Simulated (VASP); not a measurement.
Band structure of SrTiO3 (cubic perovskite). Computed with TPSS meta-GGA, VASP's PBE PAW potentials (set 64) (plane waves; VASP 6.6.1).

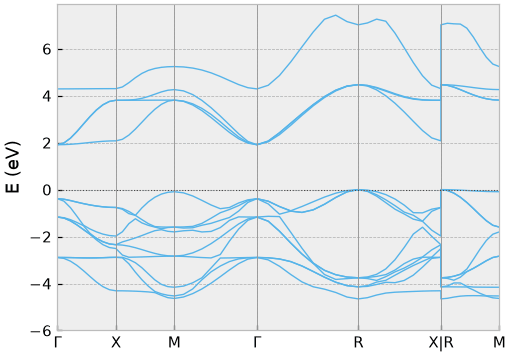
Bands along high-symmetry lines, zero at the valence-band maximum or, without a gap, the Fermi level

Question: Read the plot: is there a gap, and where are the band edges?

Answer: The gap is indirect, 1.91 eV, from the valence maximum at R to the conduction minimum at Γ.

Measured: gap 3.59 eV (computed value off by -1.68 eV), as given by Anna Miglio et al., npj Computational Materials (2020), arXiv:2011.12765 [zero-point renormalisation of 336 meV (experimental, the table's column) added back].

The compound is SrTiO3 in the cubic perovskite structure, the ideal cubic form; the compound distorts at low or room temperature. It was relaxed first.
